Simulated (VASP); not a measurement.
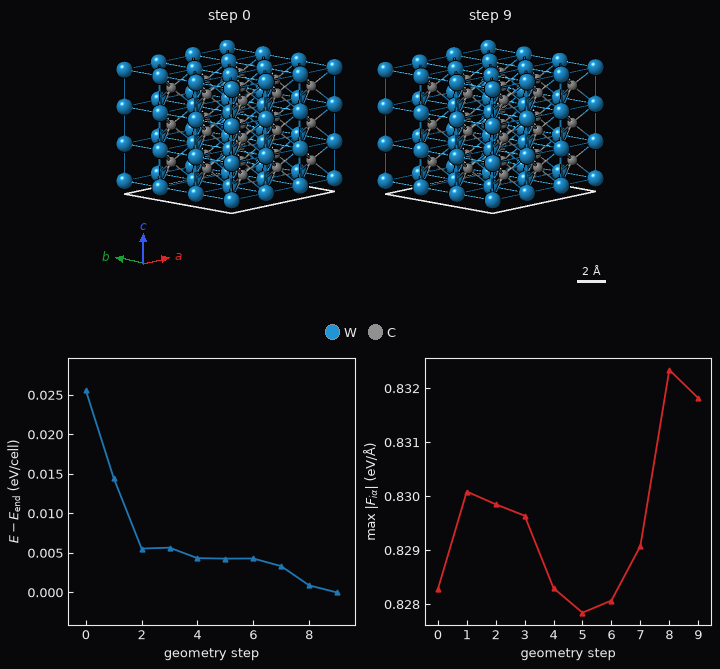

First and last geometry of a relaxation of a slab of composition W4C3, with the history of the run. The picture is a ball-and-stick view of the 3 × 3 repeat of the cell, outlined in the plane, without the vacuum, seen from a free direction.

The run lets the atoms move in a fixed cell. 3 atoms are held fixed.

The calculation used Kohn-Sham DFT of a periodic cell, PBE with dDsC, VASP PAW PBE potentials, recommended (VASP 6.6.1).

The input:
```
SYSTEM = W4C3
  PREC = Accurate
  ENCUT = 520
  EDIFF = 1E-6
  ISMEAR = 0
  SIGMA = 0.05
  LREAL = .FALSE.
  LASPH = .TRUE.
  NELM = 100
  ALGO = Normal
  ISIF = 2
  LWAVE = .FALSE.
  LCHARG = .FALSE.
  LDIPOL = .TRUE.
  IDIPOL = 3
  DIPOL = 0.5 0.5 0.500
  GGA = PE
  IVDW = 4
  IBRION = 2
  NSW = 60
  EDIFFG = -0.01
```

Command:
```bash
cat potpaw_PBE.64/W_sv/POTCAR potpaw_PBE.64/C/POTCAR > POTCAR
mpirun -np 1 vasp_std > vasp.out
```

What do the curves and the structures tell?

Answer. It converged. The energy falls by 25.6 meV per cell of the calculation in 9 geometry steps. Largest force component: 0.83 eV/Å at the start, 0.83 eV/Å at the end. A C atom moves most: 0.047 Å along the normal (+c). By element the largest moves are C 0.047 Å, W 0.020 Å. The cell doesn't change. Some distances before and after: C–W 2.192 → 2.158 Å, W–W 2.829 → 2.802 Å, W–W 2.829 → 2.849 Å, C–W 2.192 → 2.209 Å.
